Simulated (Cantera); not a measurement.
Feed: 1 mol SiH₄, a varied amount of CO₂, held at 1477 °C and 0.0100 bar.

These are equilibrium values from Cantera (NASA tables, ideal gas, pure condensed phases), not measurements of a reactor. Candidate condensed phases: C, C₆H₆, C₇H₈, C₈H₁₈, H₂O, Si, SiC, SiO₂; 123 gas species. The tables hold silica as quartz up to 1696 K and as liquid above; real silica turns to tridymite and cristobalite and melts near 1996 K. The numbers say what is thermodynamically allowed, not how fast it happens.

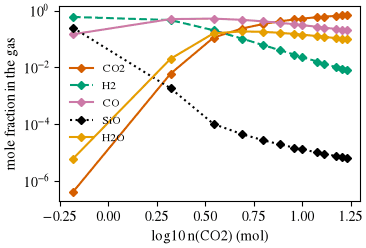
Fig. 1. Equilibrium gas composition (values under 1e-9 drawn at 1e-9)

Q: Read off the mole fractions at 13 mol CO₂.

A: CO₂ about 0.61, CO about 0.25, H₂O about 0.12, H₂ about 0.014, SiO about 9.1e-6.
